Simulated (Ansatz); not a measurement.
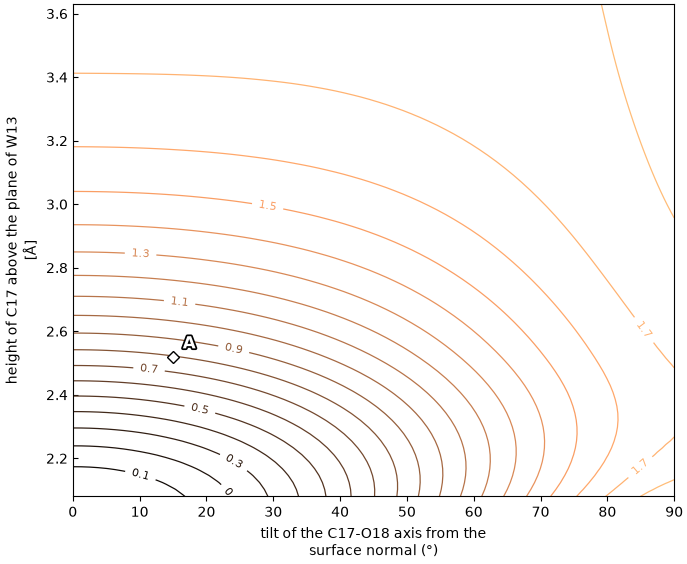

CO on a W(100) slab cut from the Im-3m phase, its upper half relaxed before the scan (16 atoms of substrate and one adsorbate in a 2 × 2 cell). 
- CO stands on one site of a rigid substrate while its tilt and height are varied at a fixed bond length; it sits over a top site over W13, heights counted from the top plane, tilted towards the diagonal of the 1 × 1 surface cell.
- First axis: tilt of the C17-O18 axis from the surface normal. Second axis: height of C17 above the plane of W13.
- The grid has 7 × 6 points.
- Points are written as (first, second).
- All energies are given in eV relative to the lowest grid point.
- The runs have no spin polarisation; a magnetic state may lie lower.
- The calculation used DFT PBE, scalar-relativistic, plane waves, PAW in Ansatz 0.2.0. Settings: cutoff 420 eV, k-mesh 4×4×1, gaussian smearing 0.1 eV, no spin polarisation.

Drawn: contour lines labelled in eV, the point A. Between grid points the surface is interpolated.

Which way does the force act at A, and how strong is it?

Answer. A, at (15°, 2.52 Å), is not a stationary point. The computed force is 0.0052 eV for each degree towards smaller values of the first coordinate and 1.9 eV for each Å towards smaller values of the second coordinate.

PAW datasets: the set soft_1.
